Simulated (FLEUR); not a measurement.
Band structure of Be2C (Fm-3m, 3 atoms in the cell).

```yaml
crystal:
  lattice:
    - [0.00000, 2.17000, 2.17000]
    - [2.17000, 0.00000, 2.17000]
    - [2.17000, 2.17000, 0.00000]
  atoms:
    - { symbol: Be, position: [0.25000, 0.25000, 0.25000] }
    - { symbol: Be, position: [0.75000, 0.75000, 0.75000] }
    - { symbol: C, position: [0.00000, 0.00000, 0.00000] }
```

Method of the run: FLEUR with PBE, all-electron FLAPW (FLEUR), scalar-relativistic valence.

Settings: Kmax = 3.6 1/bohr; GmaxXC = 12.6 1/bohr; xcFunctional = pbe; jspins = 1; l_soc = F; mode = hist; fermiSmearingEnergy = 0.00183747 Htr; mesh (inpgen div1-3) = 7 7 7; inpgen gamma flag = false; Gmax = 12.6 1/bohr; numbands = 0; maxIterBroyd = 40; imix = Anderson; alpha = 0.05.

The starting cell has typed, rounded lattice constants, without a prior relaxation at this level. Values depend on the basis (sphere radii, cutoffs, local orbitals), which need not be converged.

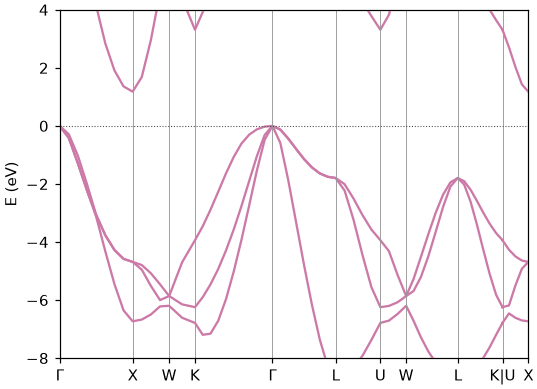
Figure. Bands along the path, energies from the Fermi level.

Levels in eV from the Fermi level, bands 1 to 6:
```csv
point,1,2,3,4,5,6
Γ,-14.98,0.00,0.00,0.00,4.15,4.15
X,-11.40,-6.73,-4.69,-4.69,1.18,5.70
W,-11.09,-6.20,-5.86,-5.86,5.74,8.12
K,-11.25,-6.79,-6.24,-3.94,3.31,8.28
L,-12.15,-8.66,-1.80,-1.80,5.03,5.03
U,-11.25,-6.79,-6.24,-3.94,3.31,8.28
```
